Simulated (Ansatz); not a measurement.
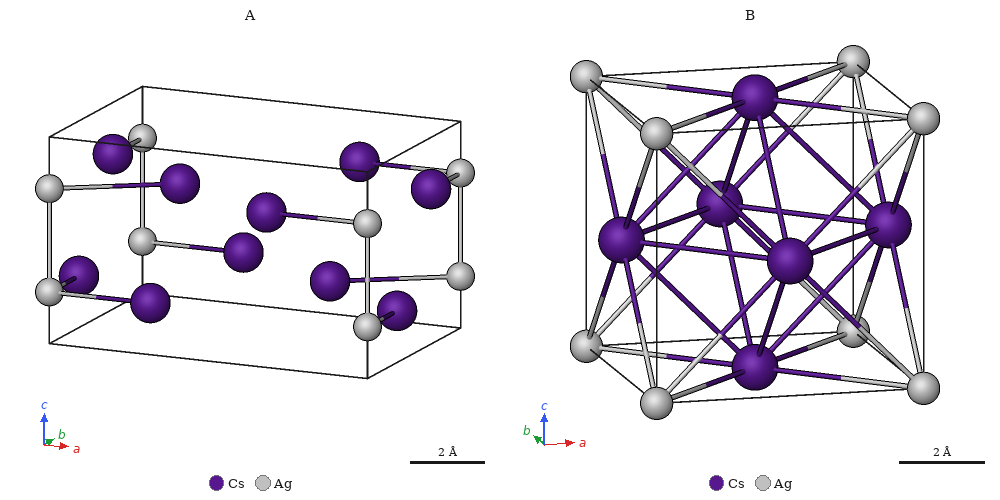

Two structures of Cs$_{3}$Ag, each relaxed to rest (conventional cells in solid outline, small ones repeated, not to one scale). Method: DFT PBE, scalar-relativistic, plane waves, PAW (Ansatz 0.2.0), without spin polarisation.

Name structures A and B.

A: 8 atoms a cell on a primitive hexagonal lattice, P6_3/mcm. B: Cu₃Au (L1₂) type, Pm-3m.

Which of the two does the method prefer?

A is lower, by 55 meV/atom at this level of theory (energies at zero smearing). Volumes: A 84.1, B 68.9 Å³/atom.

One or both may be structure types tried for this composition rather than known phases.
